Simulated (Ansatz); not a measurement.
# One shape, several levels: BSiH5 (SMILES B[SiH3])

Wanted: a comparison of 6 runs (B3LYP/STO-3G, PBE0/STO-3G, r2SCAN/STO-3G, revPBE/STO-3G, MP2/STO-3G, UMP2/STO-3G) of BSiH5. 

Program for the calculation: Ansatz 0.2.0.

47 further runs of the same task are left out: 47 set aside as unsound or not needed.

### Step 1. The structure to begin with

BSiH5 has 7 atoms, charge 0, and is taken as a singlet. SMILES: `B[SiH3]`. The H4–B1 distance was set to 2.390 Å, away from the relaxed value. At this shape a bond of the SMILES string is far longer than usual.

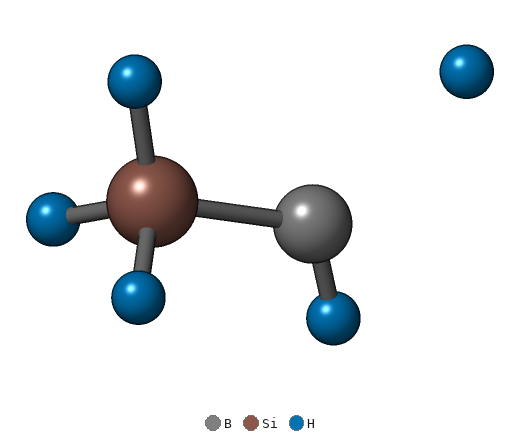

The structure, seen from a chosen angle (boron grey, silicon brown, hydrogen blue).

### Step 2. A single-point energy at B3LYP/STO-3G (run 1)

The input, job.yaml:

```yaml
crystal:
  periodic: [false, false, false]
  atoms:
    - {symbol: B, position_ang: [-0.992810, -0.475492, 0.073199]}
    - {symbol: Si, position_ang: [-0.860510, 1.498808, -0.279601]}
    - {symbol: H, position_ang: [-2.075610, -0.977092, 0.158999]}
    - {symbol: H, position_ang: [0.906400, -1.902500, 0.335400]}
    - {symbol: H, position_ang: [-1.565610, 1.806908, -1.558301]}
    - {symbol: H, position_ang: [-1.573210, 2.230208, 0.808499]}
    - {symbol: H, position_ang: [0.524890, 2.032308, -0.370601]}
basis:
  gaussian:
    orbitals: STO-3G
hamiltonian:
  xc: {name: B3LYP}
accuracy: high
```

Started as:

```
$ ansatz run job.yaml --threads 1 --pin off --max-ram 2610MiB --events-out events.jsonl --progress --plain --runs-dir runs
```

The program printed:

```text
Warning: RAYON_NUM_THREADS=1 ignored (pool sized by the plan → 1); use --threads N
Functional definition: B3LYP
  name "B3LYP"
  parameter a0 = 0.2
  parameter ax = 0.72
  parameter ac = 0.81
  exchange = (1 - a0 - ax)*slater_x + ax*b88_x + a0*exact_x
  correlation = (1 - ac)*vwn_rpa_c + ac*lyp_c
334 factors; integrals over basis functions are off by at most 1.5e-8 eV
mean field evaluation 1: about -8525.1909 eV, gradient 2.4e1 eV
mean field evaluation 2: about -8517.1529 eV, gradient 3.4e1 eV
mean field evaluation 4: about -8528.8493 eV, gradient 5.9e0 eV
mean field evaluation 8: about -8529.0232 eV, gradient 4.6e-2 eV
mean field evaluation 16: about -8528.9267 eV, gradient 7.6e-7 eV
mean field -8528.92667637 eV, -313.4322742424 hartree, gradient 3.1e-9 eV, S^2 0.000000; 0 other end points of the search recorded, 0 dependent functions left out
reference -8528.92670718 eV, -313.4322753748 hartree; 12, 12 occupied and 7, 7 virtual orbitals, 334 factors
Total energy: -8528.92670718 eV, -313.4322753748 hartree
```

It took 1.1 s on 1 thread of Arm Neoverse V2, shared host; peak memory 0.099 GiB.

### Step 3. The energy at PBE0/STO-3G (run 2)

The input, run.yaml:

```yaml
basis:
  gaussian:
    orbitals: STO-3G
crystal:
  periodic: [false, false, false]
  atoms:
    - {symbol: B, position_ang: [-0.992810, -0.475492, 0.073199]}
    - {symbol: Si, position_ang: [-0.860510, 1.498808, -0.279601]}
    - {symbol: H, position_ang: [-2.075610, -0.977092, 0.158999]}
    - {symbol: H, position_ang: [0.906400, -1.902500, 0.335400]}
    - {symbol: H, position_ang: [-1.565610, 1.806908, -1.558301]}
    - {symbol: H, position_ang: [-1.573210, 2.230208, 0.808499]}
    - {symbol: H, position_ang: [0.524890, 2.032308, -0.370601]}
hamiltonian:
  xc: pbe0
accuracy: high
```

Started as:

```
$ ansatz run run.yaml --threads 1 --pin off --max-ram 2610MiB --events-out events.jsonl --progress --plain --runs-dir runs
```

The program printed:

```text
Warning: RAYON_NUM_THREADS=1 ignored (pool sized by the plan → 1); use --threads N
Functional definition: PBE0
  name "PBE0"
  parameter a = 0.25
  parameter kappa = 0.804
  parameter beta = 0.06672455060314922
  exchange = (1 - a)*pbe_x(kappa = kappa, mu = beta*pi^2/3) + a*exact_x
  correlation = pbe_c(beta = beta)
334 factors; integrals over basis functions are off by at most 1.5e-8 eV
mean field evaluation 1: about -8520.4104 eV, gradient 2.3e1 eV
mean field evaluation 2: about -8513.3603 eV, gradient 3.3e1 eV
mean field evaluation 4: about -8523.8296 eV, gradient 4.6e0 eV
mean field evaluation 8: about -8523.8441 eV, gradient 2.8e-1 eV
mean field evaluation 16: about -8523.8446 eV, gradient 1.8e-6 eV
mean field -8523.84455941 eV, -313.2455098890 hartree, gradient 1.6e-9 eV, S^2 0.000000; 0 other end points of the search recorded, 0 dependent functions left out
reference -8523.84456101 eV, -313.2455099477 hartree; 12, 12 occupied and 7, 7 virtual orbitals, 334 factors
Total energy: -8523.84456101 eV, -313.2455099477 hartree
```

Wall time 1 s (1 thread of Arm Neoverse V2, shared host); peak memory 0.097 GiB.

Runs 3 to 5 aren't shown in full; the table further down has their settings and results.

### Step 4. A single-point energy at UMP2/STO-3G (run 6)

The input, input.yaml:

```yaml
basis:
  gaussian:
    orbitals: STO-3G
crystal:
  periodic: [false, false, false]
  atoms:
    - {symbol: B, position_ang: [-0.992810, -0.475492, 0.073199]}
    - {symbol: Si, position_ang: [-0.860510, 1.498808, -0.279601]}
    - {symbol: H, position_ang: [-2.075610, -0.977092, 0.158999]}
    - {symbol: H, position_ang: [0.906400, -1.902500, 0.335400]}
    - {symbol: H, position_ang: [-1.565610, 1.806908, -1.558301]}
    - {symbol: H, position_ang: [-1.573210, 2.230208, 0.808499]}
    - {symbol: H, position_ang: [0.524890, 2.032308, -0.370601]}
magnetization:
  spin_polarized: true
  initial_magnetization: 0
accuracy: high
correlation:
  method: mp2
  frozen_orbitals: {B: 1, H: 0, Si: 5}
```

Started as:

```
$ ansatz run input.yaml --threads 1 --pin off --max-ram 2610MiB --events-out events.jsonl --progress --plain --runs-dir runs
```

The program printed:

```text
Warning: RAYON_NUM_THREADS=1 ignored (pool sized by the plan → 1); use --threads N
Functional definition: HF
  name "HF"
  exchange = exact_x
  correlation = 0
334 factors; integrals over basis functions are off by at most 1.5e-8 eV
mean field evaluation 1: about -8501.6054 eV, gradient 1.5e1 eV
mean field evaluation 2: about -8501.6015 eV, gradient 1.5e1 eV
mean field evaluation 4: about -8505.4388 eV, gradient 1.6e0 eV
mean field evaluation 8: about -8505.4710 eV, gradient 2.7e-2 eV
mean field evaluation 16: about -8507.9826 eV, gradient 1.1e-1 eV
mean field evaluation 32: about -8507.9570 eV, gradient 7.5e-5 eV
mean field -8507.95696591 eV, -312.6616515968 hartree, gradient 1.7e-8 eV, S^2 0.883081; 6 other end points of the search recorded, 0 dependent functions left out
6 core orbitals not correlated: weight in the atoms' cores, before any rotation towards them, 1.000 or more for the frozen orbitals, at most 0.000 for the correlated occupied ones
reference -8507.95696591 eV, -312.6616515968 hartree; 6, 6 occupied and 7, 7 virtual orbitals, 334 factors
second order -1.74827324 eV of doubles, -0.00000000 eV of singles
Total energy: -8509.70523915 eV, -312.7258994534 hartree
```

Run time: 0.18 s. Hardware: 1 thread of Arm Neoverse V2, shared host.

### Step 5. The series

| run | level | frozen core orbitals | energy (Eh) | wall time |
| --- | --- | --- | --- | --- |
| 1 | B3LYP/STO-3G | – | -313.432275 | 1.1 s |
| 2 | PBE0/STO-3G | – | -313.245510 | 1 s |
| 3 | r2SCAN/STO-3G | – | -313.370275 | 2.3 s |
| 4 | revPBE/STO-3G | – | -313.363915 | 1.1 s |
| 5 | MP2/STO-3G | 6 | -312.698433 | 0.1 s |
| 6 | UMP2/STO-3G | 6 | -312.725899 | 0.18 s |

### Step 6. Results

| quantity | value |
| --- | --- |
| run 6: total energy | -312.72590 Eh |
| run 6: correlation energy (6 core orbitals frozen) | -64.2 mEh |
| run 6: ⟨S²⟩ of the reference determinant | 0.883 |

Totals of different functionals can't be ranked against each other. In run 5 the log says that unrestricted orbitals would lower the reference, so the values rest on an unstable closed-shell determinant (other closed-shell runs at this shape may share the fault). In runs 1, 2, 3, 4, 5, 6 the basis is minimal, so the values are rough. Spin contamination of the reference: run 6 ⟨S²⟩ = 0.88. Where it is this large, the reference is a mixture of spin states, and values that rest on it are in doubt. All runs together took 5.8 s, the longest 2.3 s.
